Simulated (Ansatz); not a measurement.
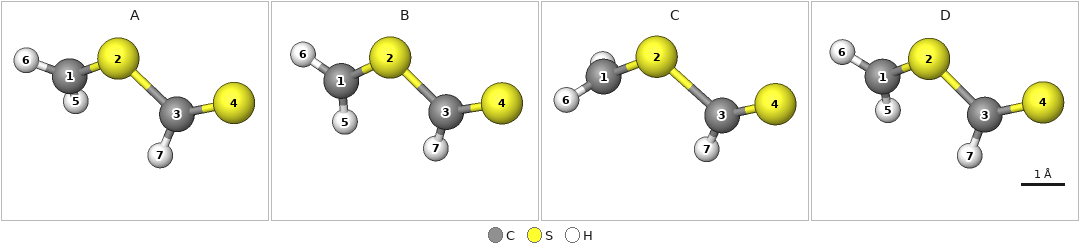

4 geometries from a converged minimum-energy path of C₂H₃S₂ (charge +1), shuffled. Style: ball-and-stick. Shown at a tilt.

These are results of RKS r2SCANh-D4/def2-SVP in Ansatz, not measurements. Set-up: 9 movable images; climbing image; force threshold 0.05 eV/Å; iteration limit 60; starting path through a guess of the saddle point.

Which frame is the transition state?

Answer. C. In order along the path, whose images run from 0 to 10: C (image 4, +125.2 kJ/mol), A (image 7, +33.1 kJ/mol), D (image 8, +10.1 kJ/mol), B (image 10, 0.0 kJ/mol). The motion is a rotation about the C1–S2 bond by about 180°. No bond forms or breaks between the ends. Bond angles that change up to the highest image, for instance: S2–C3–H7 112.7° → 102.0°, S4–C3–H7 127.8° → 137.3°.

The run took 8.6 min on 2 threads of Intel(R) Xeon(R) CPU @ 2.60GHz (Ice Lake), with other jobs on the host, peak memory 0.19 GiB.
